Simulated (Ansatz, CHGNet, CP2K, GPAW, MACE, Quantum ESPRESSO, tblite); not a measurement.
# Generalised stacking fault on (111) (glide set) of a Ge-Sn solid solution (48 atoms) in other programs, against a plane-wave reference, part 2 of 2

How near do other programs and methods come to a plane-wave reference for generalised stacking fault on (111) (glide set) of a Ge-Sn solid solution (48 atoms)? A plane-wave run serves as the reference.

Reference: Ansatz 0.2.0; Kohn-Sham DFT, PBE, PAW, plane waves.

So far. Step 4 (What was run beside it): All use the same cell and atoms; the electronic-structure runs use the same k-mesh, and an electronic temperature of 580 K (0.05 eV) where levels are smeared.

## (4) What was run beside it (continued)

Differences are against the plane-wave reference, forces as r.m.s. over components; share is that over the reference's r.m.s. force, slope the least-squares factor from reference forces to these. Total energies of different programs have different zeros and aren't compared.

| run | Δ force, r.m.s. (meV/Å) | share (%) | slope | Δ pressure (GPa) | cores | CPU time | memory (GiB) |
| --- | --- | --- | --- | --- | --- | --- | --- |
| reference | - | - | - | - | 4 | 63 s | 1.7 |
| CHGNet r2SCAN potential | 597 | 50.9 | 0.545 | -5.27 | 1 | 2.6 s | 0.54 |
| CP2K PBE+D3, DZVP-MOLOPT-SR, 350/50 Ry, diagonalisation | 72.3 | 6.16 | 0.948 | -0.161 | 2 | 2.3 min | 1.8 |
| CP2K PBE, DZVP-MOLOPT-SR, 244/50 Ry, diagonalisation (coarse) | 57.9 | 4.94 | 0.961 | 0.445 | 2 | 2.2 min | 1.2 |
| CP2K PBE, DZVP-MOLOPT-SR, 350/20 Ry, diagonalisation (coarse) | 63.2 | 5.38 | 0.959 | 0.479 | 2 | 1.8 min | 1.7 |
| CP2K PBE, DZVP-MOLOPT-SR, 350/50 Ry, diagonalisation | 57.9 | 4.94 | 0.961 | 0.445 | 2 | 2.3 min | 1.7 |
| CP2K PBE, DZVP-MOLOPT-SR, 489/50 Ry, diagonalisation | 57.9 | 4.94 | 0.961 | 0.445 | 2 | 3.4 min | 2.9 |
| CP2K PBE, DZVP-UZH, 350/50 Ry, diagonalisation | 53.8 | 4.58 | 0.965 | 0.213 | 2 | 2.2 min | 1.7 |
| CP2K PBE, TZV2P-MOLOPT (SR for Ge, Sn), 350/50 Ry, diagonalisation | 58.3 | 4.96 | 0.960 | 0.146 | 4 | 3.3 min | 3.6 |
| CP2K revPBE, PBE potentials, DZVP-MOLOPT-SR, 350/50 Ry, diagonalisation | 59.3 | 5.05 | 0.963 | 0.666 | 2 | 2.3 min | 1.7 |
| GPAW PBE, LCAO dzp, h 0.15 Å | 73.3 | 6.25 | 1.047 | - | 1 | 4.6 min | 2.7 |
| GPAW PBE, LCAO dzp, h 0.2 Å | 73.2 | 6.24 | 1.048 | - | 1 | 2.1 min | 1.2 |
| GPAW PBE, LCAO szp(dzp), h 0.2 Å (coarse) | 171 | 14.5 | 1.122 | - | 1 | 2 min | 1.1 |
| GPAW PBE, plane waves 550 eV | 24.5 | 2.09 | 0.999 | -0.131 | 2 | 6.1 min | 1.5 |
| MACE MP-0b2 small potential | 332 | 28.3 | 0.962 | -4.29 | 1 | 5 s | 0.66 |
| MACE MPA-0 medium potential | 319 | 27.2 | 0.970 | -3.66 | 1 | 5.6 s | 0.69 |
| QE PBE, dojo-0.4.1-standard, 60/240 Ry (coarse) | 10.6 | 0.902 | 1.009 | -24.4 | 4 | 8.1 min | 1.9 |
| QE PBE, gbrv-1.5, 40/200 Ry | 4.64 | 0.396 | 0.998 | -0.123 | 4 | 6.2 min | 1.6 |
| QE PBE, sssp-1.3.0-efficiency, 45/360 Ry | 4.06 | 0.346 | 1.002 | -0.164 | 4 | 8.6 min | 2.9 |
| tblite GFN1-xTB | 369 | 31.4 | 1.155 | 2.04 | 1 | 3.4 s | 0.11 |

Rows marked coarse were listed beforehand as settings not expected to be converged; some can still land near the reference.

Times of the machine-learned potentials are mostly Python's start and the loading of weights.

CPU time is summed over cores on a shared host, where runs went side by side, so it is rough. Symmetry, cutoffs, thresholds, outputs and thread counts weren't matched or tuned between programs; memory under MPI is the largest rank's times the ranks.

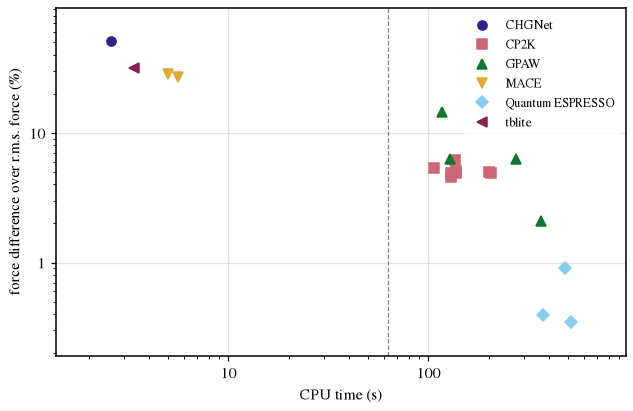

Force difference against CPU time; the dashed line marks the reference's time.

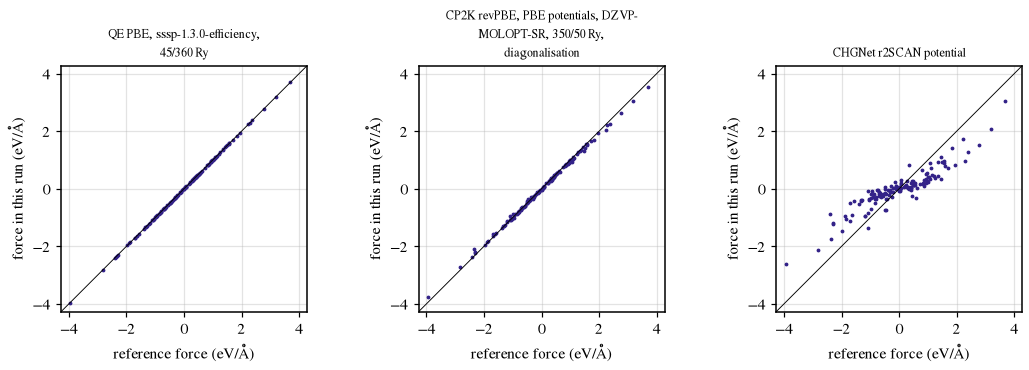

Force components against those of the reference; the line marks equality.

Runs without a result: CP2K GFN1-xTB, diagonalisation (not converged, the SCF not settling).

Mean charges by element (e), by run and scheme:

| run | scheme | Ge | Sn |
| --- | --- | --- | --- |
| reference | Löwdin | -0.07 | +0.25 |
| CP2K PBE+D3, DZVP-MOLOPT-SR, 350/50 Ry, diagonalisation | Mulliken | -0.03 | +0.06 |
| CP2K PBE+D3, DZVP-MOLOPT-SR, 350/50 Ry, diagonalisation | Hirshfeld | -0.02 | +0.06 |
| CP2K PBE, DZVP-MOLOPT-SR, 244/50 Ry, diagonalisation | Mulliken | -0.03 | +0.06 |
| CP2K PBE, DZVP-MOLOPT-SR, 244/50 Ry, diagonalisation | Hirshfeld | -0.02 | +0.06 |
| CP2K PBE, DZVP-MOLOPT-SR, 350/50 Ry, diagonalisation | Mulliken | -0.03 | +0.06 |
| CP2K PBE, DZVP-MOLOPT-SR, 350/50 Ry, diagonalisation | Hirshfeld | -0.02 | +0.06 |
| CP2K PBE, DZVP-MOLOPT-SR, 489/50 Ry, diagonalisation | Mulliken | -0.03 | +0.06 |
| CP2K PBE, DZVP-MOLOPT-SR, 489/50 Ry, diagonalisation | Hirshfeld | -0.02 | +0.06 |
| CP2K PBE, DZVP-UZH, 350/50 Ry, diagonalisation | Mulliken | -0.06 | +0.14 |
| CP2K PBE, DZVP-UZH, 350/50 Ry, diagonalisation | Hirshfeld | -0.03 | +0.06 |
| CP2K PBE, TZV2P-MOLOPT (SR for Ge, Sn), 350/50 Ry, diagonalisation | Mulliken | -0.24 | +0.58 |
| CP2K PBE, TZV2P-MOLOPT (SR for Ge, Sn), 350/50 Ry, diagonalisation | Hirshfeld | -0.03 | +0.06 |
| CP2K revPBE, PBE potentials, DZVP-MOLOPT-SR, 350/50 Ry, diagonalisation | Mulliken | -0.03 | +0.06 |
| CP2K revPBE, PBE potentials, DZVP-MOLOPT-SR, 350/50 Ry, diagonalisation | Hirshfeld | -0.03 | +0.06 |
| tblite GFN1-xTB | Mulliken | +0.01 | -0.02 |

The reference's Löwdin charges lack the electrons that the projection spills, 0.024 e an atom on average.

Within one program, basis, potentials and functional, energies share a zero. Each run against its twin at the usual cutoff or grid and solver:

| run | twin | Δ energy (meV/atom) | Δ force, r.m.s. (meV/Å) | CPU time over the twin's |
| --- | --- | --- | --- | --- |
| CP2K PBE, DZVP-MOLOPT-SR, 244/50 Ry, diagonalisation | DZVP-MOLOPT-SR, 350/50 Ry, diagonalisation | 0.0016 | 0.052 | 0.95 |
| CP2K PBE, DZVP-MOLOPT-SR, 350/20 Ry, diagonalisation | DZVP-MOLOPT-SR, 350/50 Ry, diagonalisation | -1.54 | 16.4 | 0.78 |
| CP2K PBE, DZVP-MOLOPT-SR, 489/50 Ry, diagonalisation | DZVP-MOLOPT-SR, 350/50 Ry, diagonalisation | 2.0e-4 | 0.015 | 1.5 |
| GPAW PBE, LCAO dzp, h 0.15 Å | LCAO dzp, h 0.2 Å | -13.4 | 10.3 | 2.1 |

## (5) What came out

```
reference r.m.s. force component                       : 1.17 eV/Å
nearest in forces                                      : QE PBE, sssp-1.3.0-efficiency, 45/360 Ry, 0.35 %
farthest in forces                                     : CHGNet r2SCAN potential, 51 %
cheapest electronic-structure run beside the reference : tblite GFN1-xTB, 3.4 s of CPU time
```

In words: PBE on plane waves or a grid with other potentials, cutoffs or grids, coarse settings apart, differs from the reference by 0.35 % (QE PBE, sssp-1.3.0-efficiency, 45/360 Ry) to 2.1 % (GPAW PBE, plane waves 550 eV) of the r.m.s. force; this holds the reference's own error, so differences of a few per cent don't tell which side is nearer the exact PBE result (QE's 40 Ry are 544 eV, against the reference's 420 eV). The PBE runs in local orbitals, coarse settings apart, differ by 4.6 % (CP2K PBE, DZVP-UZH, 350/50 Ry, diagonalisation) to 6.2 % (GPAW PBE, LCAO dzp, h 0.15 Å); basis, grid and potentials can all enter. Tight binding differs by 31 % (tblite GFN1-xTB); it is another model, with fitted parameters of its own, and the xTB methods hold dispersion. Machine-learned potentials differ by 27 % (MACE MPA-0 medium potential) to 51 % (CHGNet r2SCAN potential); they were trained on other programs' data, some at another functional. Rows with another functional or a dispersion term differ by 5.1 % (CP2K revPBE, PBE potentials, DZVP-MOLOPT-SR, 350/50 Ry, diagonalisation) to 6.2 % (CP2K PBE+D3, DZVP-MOLOPT-SR, 350/50 Ry, diagonalisation), which mixes the change of model with differences of basis and potentials, some of them made for another functional. Runs with settings chosen to be coarse differ by 0.90 % (QE PBE, dojo-0.4.1-standard, 60/240 Ry) to 15 % (GPAW PBE, LCAO szp(dzp), h 0.2 Å), their programs' other errors included. One electronic-structure run takes under half the reference's CPU time: tblite GFN1-xTB, at 31 % in 3.4 s against 63 s; its pressure misses by +2.0 GPa. GPAW PBE, LCAO szp(dzp), h 0.2 Å stiffens the forces by a factor of 1.12 while following their directions (correlation 0.998); the slopes of the 4 GPAW runs lie between 1.00 and 1.12. In pressure, QE PBE, dojo-0.4.1-standard, 60/240 Ry misses by -24.4 GPa, at the same functional; a cutoff this low leaves a large Pulay stress. Charges hang on model, scheme and program or settings: among these rows the mean for Sn runs from -0.02 to +0.58 e. In the reference: counting bands leaves a spacing of only 0.10 eV (at Γ alone), which the smearing bridges: 6 levels are partly filled by over 2 %, so a gap, if any, is small at this level. In the reference: mean Löwdin charges: Ge -0.07, Sn +0.25 e. Periodic xTB results under one method name differ between programs and library versions. The potentials hold different valence shells: 672 electrons in the reference, 192 in CP2K with DZVP-UZH and 332 in GPAW; this bears on time and differences. GPAW's setups keep the filled d shell of Ge in the core. Machine-learned potentials mimic data converged in k, so the reference's own k-point error enters their differences. The reference's stress is far from hydrostatic: its diagonal is 16.1, 3.2, 6.1 GPa, compression counted positive. The host structure and its lattice constant were typed by rule, without a check against the phase diagram. The reference's pressure of 8.5 GPa belongs to a cell and atoms that aren't relaxed at this level. The electronic-structure runs sample only Γ, in a cell whose shortest periodic width is 7 Å, which is coarse for a cell with partly filled levels.

[Also dropped from logs without a mark: logging warnings of Python, and SIESTA's first energy breakdown and zero terms.]

[Logs are printed without paths, hosts, clocks, repeated set-up lines and the standing remarks that a program may print on its own settings, such as how far it seeks lower states.]

[Hosts, paths, dates, database ids (printed as entryN), source tags and the programs' standing remarks are cut or masked in the printed files.]
